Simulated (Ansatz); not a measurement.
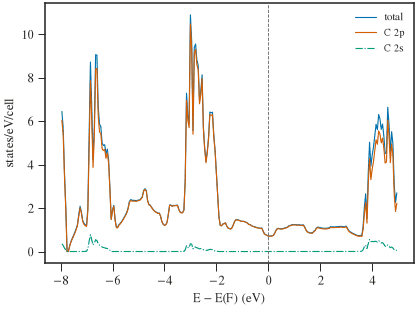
Total and projected density of states of C in space group P6/mmm (No. 191; C on 6j, C on 6j), plane-wave PAW r²SCAN+D4 (Ansatz code)

**Question.** Which orbitals carry the states next to the Fermi level?

**Answer.** Within 0.5 eV of the Fermi level: C 2p 99 %. Projections are on Löwdin-orthogonalised atomic valence shells; empty p or d shells of many metals are not among them.

**Question.** Where is the tallest occupied peak in this window, and what makes it?

**Answer.** Near -3.0 eV, about 11 states/eV per cell; the largest projected share is C 2p.

The start of the workflow was typed in or built on a structure type; the Crystallography Open Database copy checked does not list it. It is not the phase usual at ambient conditions (space group No. 194, 227). The cell was relaxed with r²SCAN+D4 under the symmetry of its start. At this level the phase is mechanically unstable.

Potentials: the earlier of the program's two PAW sets.
